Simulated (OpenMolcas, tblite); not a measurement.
How methods differ on SnH2ClO2 (SMILES [OH][Sn]([OH])[Cl])

SnH2ClO2 has 6 atoms, charge 0, and is taken as a doublet. SMILES: `[OH][Sn]([OH])[Cl]`. The coordinates come from a PBE0-D4/def2-TZVP relaxation. This is one conformer, not always the lowest.

Each level gives the vertical energy of the quartet above the doublet (eV). The values are calculated.

```json
{"level": "IPEA1-xTB", "kind": "semi-empirical", "program": "tblite", "value (eV)": "6.47", "less CCSD(T)/def2-SVP": "-0.71", "CPU time (all runs)": "under 2 s"}
{"level": "UHF/def2-SVP (core potential)", "kind": "Hartree–Fock", "program": "OpenMolcas", "value (eV)": "6.33", "less CCSD(T)/def2-SVP": "-0.85", "CPU time (all runs)": "18 s"}
{"level": "USVWN5/def2-SVP (core potential)", "kind": "LDA", "program": "OpenMolcas", "value (eV)": "6.37", "less CCSD(T)/def2-SVP": "-0.81", "CPU time (all runs)": "63 s"}
{"level": "U-revPBE/def2-SVP (core potential)", "kind": "GGA", "program": "OpenMolcas", "value (eV)": "6.33", "less CCSD(T)/def2-SVP": "-0.85", "CPU time (all runs)": "92 s"}
{"level": "UM06-L/def2-SVP (core potential)", "kind": "meta-GGA", "program": "OpenMolcas", "value (eV)": "6.98", "less CCSD(T)/def2-SVP": "-0.20", "CPU time (all runs)": "2.1 min"}
{"level": "UB3LYP/def2-SVP (core potential)", "kind": "global hybrid", "program": "OpenMolcas", "value (eV)": "6.78", "less CCSD(T)/def2-SVP": "-0.40", "CPU time (all runs)": "85 s"}
{"level": "UBHLYP/def2-SVP (core potential)", "kind": "global hybrid", "program": "OpenMolcas", "value (eV)": "6.89", "less CCSD(T)/def2-SVP": "-0.29", "CPU time (all runs)": "71 s"}
{"level": "ROCCSD(T)/def2-SVP (core potential)", "kind": "coupled cluster or CI", "program": "OpenMolcas", "value (eV)": "7.18", "less CCSD(T)/def2-SVP": "0.00", "CPU time (all runs)": "3 min"}
```

ROCCSD(T)/def2-SVP (core potential) is the highest level here, not the true value. Spin-orbit coupling, which can split open shells on such heavy atoms by tenths of an eV, is left out. The values span 6.33 to 7.18 eV. In the correlated wave-function rows the outer d shell of Sn is correlated, in sets not made for it. Times are those of the runs behind each value, whatever else they computed, on shared processors of several kinds: orders of magnitude only.

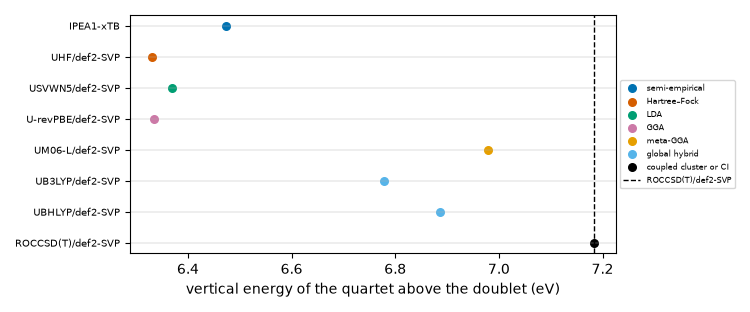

The values of the table, level by level.
